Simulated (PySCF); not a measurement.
## Electronic structure of C8H11 (doublet) in real space

Input

```
{"job": {"kind": "epr", "basis": "pcH-1"}, "charge": 0, "multiplicity": 2}
C     -0.673648    -1.067289     1.374785
C     -0.563851    -0.106745     0.262019
C     -1.445229    -0.537988    -0.938883
C     -0.949696     1.281494     0.708470
C      0.086078     2.109140     0.551394
C      1.208485     1.377648    -0.002539
C      0.875006     0.092882    -0.186990
C      1.711799    -1.004696    -0.734683
H     -1.399438    -0.919698     2.149681
H     -0.021015    -1.915511     1.436291
H     -1.318385     0.169561    -1.754771
H     -1.159647    -1.531963    -1.273296
H     -2.490046    -0.555760    -0.639953
H     -1.924063     1.507396     1.099396
H      0.116759     3.158163     0.789499
H      2.162062     1.825638    -0.222225
H      1.822015    -1.806531    -0.004372
H      2.700595    -0.634496    -0.994933
H      1.252415    -1.431996    -1.626352
```

Launched as:

```sh
OMP_NUM_THREADS=1 python probes_run.py task.json out
```

Geometry: GFN2-xTB.

Method: UKS B3LYP, pcH-1 on C H, non-relativistic, mean-field spin-orbit, GIAO in PySCF 2.14.0, density-fitted response routines.

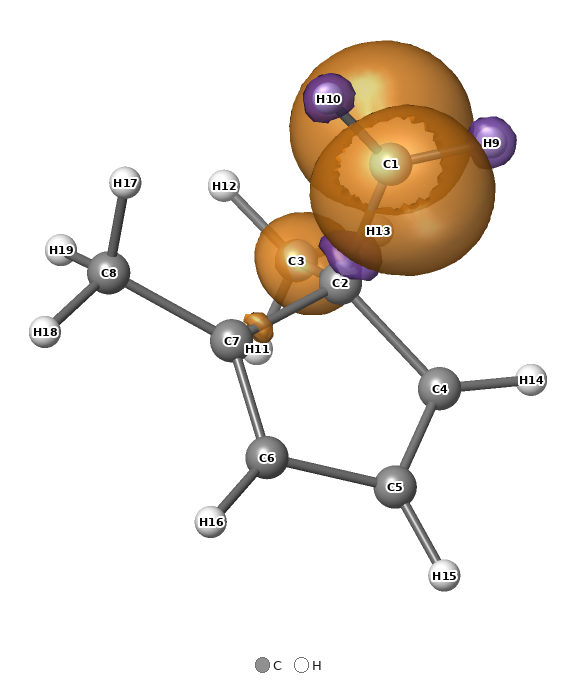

Figure 1. Isosurfaces of the spin density at +0.03 (orange) and −0.03 e/Å³ (purple), seen at a tilt.

Describe the spin distribution.

Answer. The unpaired spin (1 electron) lies mostly on C1 (about 0.7), in electrons by Hirshfeld's partition.

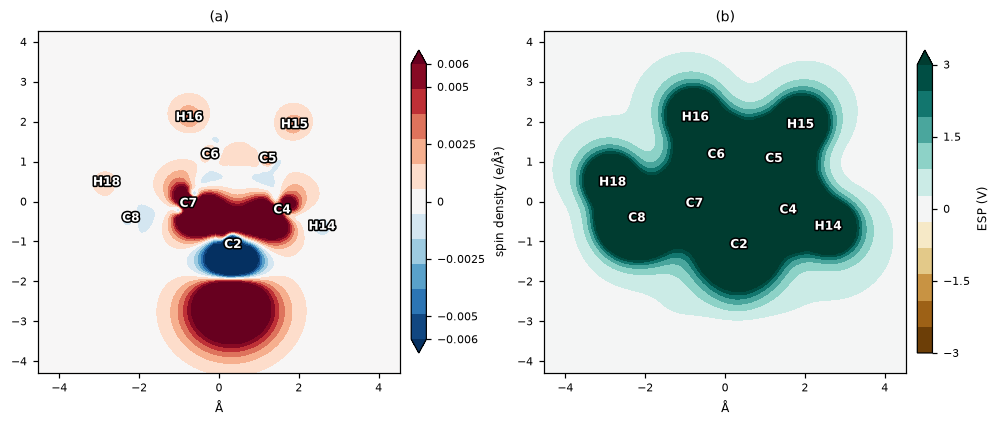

Figure 2. (a) spin density (α minus β); (b) molecular electrostatic potential on the plane of atoms C7, C8 and H18.

Read the bonding off the picture.

Answer. The plane passes through C and H nuclei.

The potential has no marked negative region in this plane.

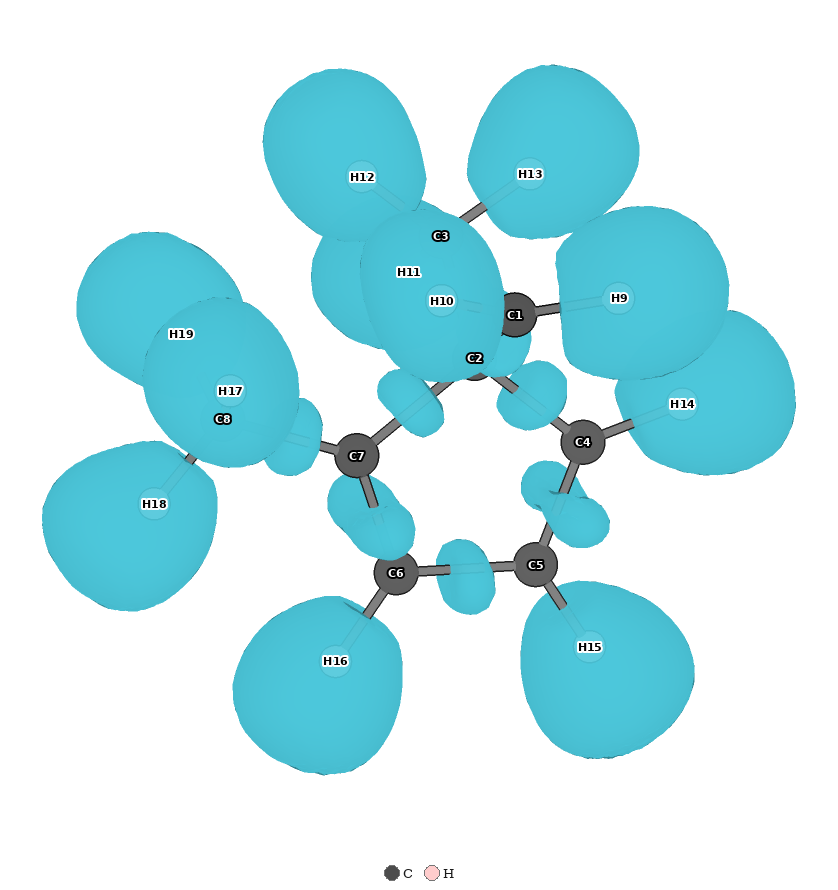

Figure 3. Isosurface of the ELF at 0.85 (cyan), seen at a tilt. Core shells and regions of very low density are left out.

Identify the bonds, lone pairs and shells in this picture.

Answer. At this value the surface marks out eight regions between bonded C–C atoms (shared pairs) and eleven regions around hydrogen nuclei.


C–C (1.34 Å): the ELF peaks at about 0.95 between the atoms; a multiple bond. C–H (1.07 Å): the ELF climbs to about 1 towards the hydrogen, as it does in any bond to H; an ordinary covalent bond to hydrogen.
